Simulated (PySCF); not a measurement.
CH$_{10}$O$_{2}$Si$_{3}$ (SMILES [SiH3]CO[SiH2]O[SiH3])

Input

```
{"job": {"kind": "uv", "xc": "PBE0", "basis": "def2-SVPD", "nstates": 8, "ntriplets": 3}, "charge": 0, "multiplicity": 1}
Si     2.252154    -0.225533    -1.046772
C      1.260663    -0.594815     0.536580
O      0.855240     0.662022     1.045069
Si    -0.576547     1.091856     1.656158
O     -1.800139     0.485372     0.778425
Si    -2.454714    -0.283107    -0.482494
H      3.413034     0.587851    -0.687052
H      2.680008    -1.500784    -1.630858
H      1.391721     0.498857    -1.980701
H      1.855842    -1.101878     1.302399
H      0.385345    -1.221042     0.337716
H     -0.826110     0.553381     2.990028
H     -0.533303     2.532596     1.499352
H     -1.541399    -0.243990    -1.627135
H     -2.672078    -1.665396    -0.051397
H     -3.697318     0.433554    -0.751671
```

Command:

```sh
OMP_NUM_THREADS=1 python probes_run.py task.json out
```

Geometry: GFN2-xTB.

Method: PBE0/def2-SVPD, SCF density, gas phase in PySCF.

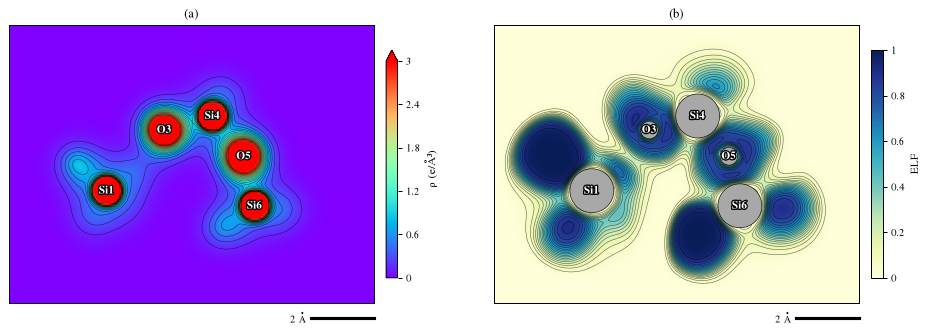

Figure 1. (a) total electron density; (b) electron localisation function on the plane of atoms Si4, O5 and Si6. Grey discs cover the atomic cores in the ELF map.

Question: What does the map show?

Answer: The plane passes through Si and O nuclei.
Si–O (1.61 Å): the density is about 1.2 e/Å³ at the midpoint; the ELF peaks at about 0.85 between the atoms; a short, strongly polar bond.
The ELF also peaks beside O5 and O3, away from the bonds: lone-pair regions.

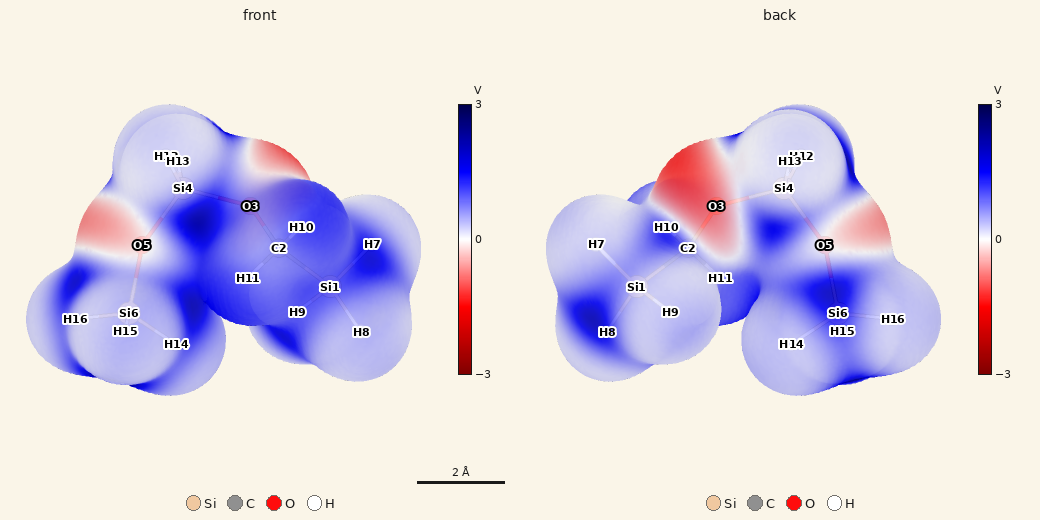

Figure 2. The molecular electrostatic potential painted on the density surface at 0.004 e/bohr³, seen from the front and from behind; red is negative and blue positive.

Question: Describe the electrostatic potential map.

Answer: The most negative region (about −1.2 V) lies over O3, the most positive (about +2.5 V) over Si6. O3 is the likeliest acceptor of a hydrogen bond.

Question: How polar is the molecule by this calculation?

Answer: Its dipole moment is 1.00 D.
